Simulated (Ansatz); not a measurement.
# GeH₄O₂S₂: how energies converge with the basis set

How large a basis does GeH₄O₂S₂ need? Two functionals are run in growing sets.

Computed with Ansatz 0.2.0, Gaussian basis. Level: one geometry, several basis sets.

Levels to be run: PBE0-D4/def2-SVP; ωB97M-V/def2-SVP; PBE0-D4/def2-QZVPP; ωB97M-V/def2-QZVPP; the functionals' def2-TZVPP values are taken from earlier runs.

## Step 1: Structure used throughout

The geometry comes from an earlier relaxation with PBE0-D4 in a triple-zeta def2 set; it is a stationary point, not always the lowest conformer.

SMILES `[OH][Ge]([OH])([SH])[SH]`, 9 atoms, charge 0, spin multiplicity 1.

Atoms are counted from 1 here; the program's logs count them from 0.

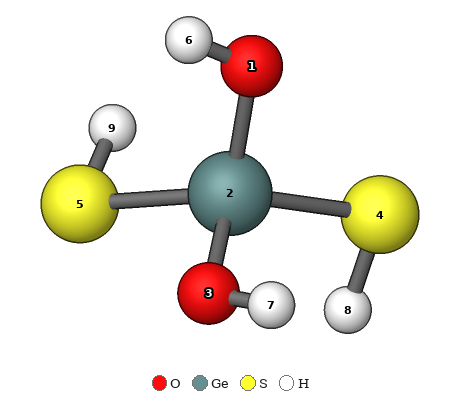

The geometry (oxygen red, germanium teal, sulfur yellow, hydrogen white); atoms are numbered from 1 in the order of the file.

## Step 2: PBE0-D4 in def2-SVP

File in.yaml:

```yaml
crystal:
  periodic: [false, false, false]
  atoms:
    - {symbol: O, position_ang: [-0.293278, 1.060866, -1.462213]}
    - {symbol: Ge, position_ang: [0.088419, 0.041220, -0.070932]}
    - {symbol: O, position_ang: [1.830874, -0.175858, 0.123033]}
    - {symbol: S, position_ang: [-0.975083, -1.811502, -0.603003]}
    - {symbol: S, position_ang: [-0.439020, 0.955788, 1.860963]}
    - {symbol: H, position_ang: [0.009890, 1.964782, -1.339045]}
    - {symbol: H, position_ang: [2.215836, -0.664412, -0.609960]}
    - {symbol: H, position_ang: [-0.604811, -2.412645, 0.540559]}
    - {symbol: H, position_ang: [-1.744328, 0.995460, 1.543499]}
basis:
  gaussian: {orbitals: def2-SVP}
hamiltonian: {xc: pbe0, dispersion: d4}
output: {orbitals: {seedname: orbitals}}
```

The run is started by

```
$ ansatz run in.yaml --threads 4 --pin off --events-out ev --progress --plain --max-ram 10444MiB
```

What it wrote:

```text
Functional definition: PBE0
  name "PBE0"
  cite "Adamo & Barone, J. Chem. Phys. 110, 6158 (1999) doi:10.1063/1.478522"
  cite "Perdew, Burke & Ernzerhof, Phys. Rev. Lett. 77, 3865 (1996) doi:10.1103/PhysRevLett.77.3865"
  parent pbe
  parameter a = 0.25
  parameter kappa = 0.804
  parameter beta = 0.06672455060314922
  exchange = (1 - a)*pbe_x(kappa = kappa, mu = beta*pi^2/3) + a*exact_x
  correlation = pbe_c(beta = beta)
1102 factors; integrals over basis functions are off by at most 1.2e-3 eV
mean field evaluation 1: about -82307.3912 eV, gradient 6.6e1 eV
mean field evaluation 2: about -82293.0253 eV, gradient 1.1e2 eV
mean field evaluation 4: about -82314.9367 eV, gradient 2.6e0 eV
mean field evaluation 8: about -82315.0612 eV, gradient 2.0e-1 eV
mean field evaluation 16: about -82315.0613 eV, gradient 5.8e-5 eV
mean field -82315.06130115 eV, -3025.0227076647 hartree, gradient 1.8e-5 eV, S^2 0.000000; 0 other end points of the search recorded, 0 dependent functions left out
reference -82315.06132428 eV, -3025.0227085149 hartree; 42, 42 occupied and 74, 74 virtual orbitals, 1102 factors
Total energy: -82315.28886463 eV, -3025.0310704685 hartree
```

Run time: 1.1 s. Hardware: 4 threads of Intel Xeon Platinum 8488C, shared host.

## Step 3: ωB97M-V in def2-SVP

Changes to in.yaml since step 2:

```diff
@@ -14,3 +14,3 @@
   gaussian: {orbitals: def2-SVP}
-hamiltonian: {xc: pbe0, dispersion: d4}
+hamiltonian: {xc: {name: wB97M-V}}
 output: {orbitals: {seedname: orbitals}}
```

Same command.

What it wrote, shortened:

```text
Functional definition: wB97M-V
  name "wB97M-V"
  cite "Mardirossian & Head-Gordon, J. Chem. Phys. 144, 214110 (2016) doi:10.1063/1.4952647"
  cite "Becke, J. Chem. Phys. 107, 8554 (1997) doi:10.1063/1.475007"
  cite "Vydrov & Van Voorhis, J. Chem. Phys. 133, 244103 (2010) doi:10.1063/1.3521275"
  # Of w^i u^j: cxij and so on, Table III.
[...]
  gx(w, u) = 1 - cx + cx01*u + cx10*w
  gss(w, u) = css00 + css04*u^4 + css10*w + css20*w^2 + css43*w^4*u^3
  gos(w, u) = cos00 + cos10*w + (cos20 + cos21*u)*w^2 + (cos60 + cos61*u)*w^6
[...]
      + integral(e_c_pw_mod_opposite_spin*gos(b97_w_opposite, b97_u_opposite)) + vv10(b, c)
1102 factors; integrals over basis functions are off by at most 1.2e-3 eV
304 factors; integrals over basis functions are off by at most 9.3e-6 eV
[...]
mean field -82328.54483716 eV, -3025.5182184736 hartree, gradient 7.9e-5 eV, S^2 0.000000; 0 other end points of the search recorded, 0 dependent functions left out
reference -82328.54487604 eV, -3025.5182199024 hartree; 42, 42 occupied and 74, 74 virtual orbitals, 1102 factors
Total energy: -82328.54487604 eV, -3025.5182199024 hartree
```

Run time: 3.5 s. Hardware: 4 threads of Intel Xeon Platinum 8488C, shared host.

## Step 4: PBE0-D4 in def2-QZVPP

Changes to in.yaml since step 3:

```diff
@@ -13,4 +13,4 @@
 basis:
-  gaussian: {orbitals: def2-SVP}
-hamiltonian: {xc: {name: wB97M-V}}
+  gaussian: {orbitals: "def2-QZVPP.json"}
+hamiltonian: {xc: pbe0, dispersion: d4}
 output: {orbitals: {seedname: orbitals}}
```

Same command.

What it wrote:

```text
Functional definition: PBE0
  name "PBE0"
  cite "Adamo & Barone, J. Chem. Phys. 110, 6158 (1999) doi:10.1063/1.478522"
  cite "Perdew, Burke & Ernzerhof, Phys. Rev. Lett. 77, 3865 (1996) doi:10.1103/PhysRevLett.77.3865"
  parent pbe
  parameter a = 0.25
  parameter kappa = 0.804
  parameter beta = 0.06672455060314922
  exchange = (1 - a)*pbe_x(kappa = kappa, mu = beta*pi^2/3) + a*exact_x
  correlation = pbe_c(beta = beta)
1912 factors; their error is unknown
mean field evaluation 1: about -82327.8464 eV, gradient 7.7e1 eV
mean field evaluation 2: about -82307.4642 eV, gradient 1.3e2 eV
mean field evaluation 4: about -82337.0530 eV, gradient 4.5e0 eV
mean field evaluation 8: about -82337.2521 eV, gradient 5.0e-1 eV
mean field evaluation 16: about -82337.2522 eV, gradient 3.5e-5 eV
mean field -82337.25216750 eV, -3025.8382069617 hartree, gradient 3.5e-5 eV, S^2 0.000000; 0 other end points of the search recorded, 0 dependent functions left out
reference -82337.25220196 eV, -3025.8382082281 hartree; 42, 42 occupied and 421, 421 virtual orbitals, 1912 factors
Total energy: -82337.47974231 eV, -3025.8465701817 hartree
```

It took 8.5 s on 4 threads of Intel Xeon Platinum 8488C, shared host; peak memory 2.2 GiB.

## Step 5: ωB97M-V in def2-QZVPP

Changes to in.yaml since step 4:

```diff
@@ -14,3 +14,3 @@
   gaussian: {orbitals: "def2-QZVPP.json"}
-hamiltonian: {xc: pbe0, dispersion: d4}
+hamiltonian: {xc: {name: wB97M-V}}
 output: {orbitals: {seedname: orbitals}}
```

Same command.

What it wrote, shortened:

```text
Functional definition: wB97M-V
  name "wB97M-V"
  cite "Mardirossian & Head-Gordon, J. Chem. Phys. 144, 214110 (2016) doi:10.1063/1.4952647"
  cite "Becke, J. Chem. Phys. 107, 8554 (1997) doi:10.1063/1.475007"
  cite "Vydrov & Van Voorhis, J. Chem. Phys. 133, 244103 (2010) doi:10.1063/1.3521275"
  # Of w^i u^j: cxij and so on, Table III.
[...]
  gx(w, u) = 1 - cx + cx01*u + cx10*w
  gss(w, u) = css00 + css04*u^4 + css10*w + css20*w^2 + css43*w^4*u^3
  gos(w, u) = cos00 + cos10*w + (cos20 + cos21*u)*w^2 + (cos60 + cos61*u)*w^6
[...]
      + integral(e_c_pw_mod_opposite_spin*gos(b97_w_opposite, b97_u_opposite)) + vv10(b, c)
1844 factors; their error is unknown
366 factors; integrals over basis functions are off by at most 1.2e-5 eV
[...]
mean field -82350.68773301 eV, -3026.3319548871 hartree, gradient 7.7e-5 eV, S^2 0.000000; 0 other end points of the search recorded, 0 dependent functions left out
reference -82350.68778745 eV, -3026.3319568877 hartree; 42, 42 occupied and 421, 421 virtual orbitals, 1844 factors
Total energy: -82350.68778745 eV, -3026.3319568877 hartree
```

It took 16 s on 4 threads of Intel Xeon Platinum 8488C, shared host; peak memory 2.5 GiB.

## Step 6: Functionals by basis

The def2-TZVPP values come from earlier runs at the same geometry.

| functional | basis | functions | energy (eV) | from the largest (eV) | HOMO (eV) | LUMO (eV) |
| --- | --- | --- | --- | --- | --- | --- |
| PBE0-D4 | def2-SVP | 116 | -82315.2889 | 22.191 | -7.52 | -0.23 |
| PBE0-D4 | def2-TZVPP | 250 | -82335.3518 | 2.128 | -7.67 | -0.63 |
| PBE0-D4 | def2-QZVPP | 463 | -82337.4797 | 0.000 | -7.72 | -0.76 |
| ωB97M-V | def2-SVP | 116 | -82328.5449 | 22.143 | -9.67 | 1.85 |
| ωB97M-V | def2-TZVPP | 250 | -82348.6362 | 2.052 | -9.86 | 1.30 |
| ωB97M-V | def2-QZVPP | 463 | -82350.6878 | 0.000 | -9.91 | 0.93 |

## Step 7: Outcome

```
                                       quantity           value
PBE0-D4: double and triple zeta above quadruple  22.19, 2.13 eV
ωB97M-V: double and triple zeta above quadruple  22.14, 2.05 eV
```

**Reading.** For PBE0-D4 the step from double to triple zeta gains 20.06 eV and the next only 2.13 eV. Total energies overstate the basis error of differences, where much of it tends to cancel. The LUMO of ωB97M-V is positive and keeps falling with the basis (1.85 to 0.93 eV): an unbound level that the basis holds in place.

For PBE0-D4 the largest set took about 8 times as long as the smallest (8.5 s against 1.1 s).
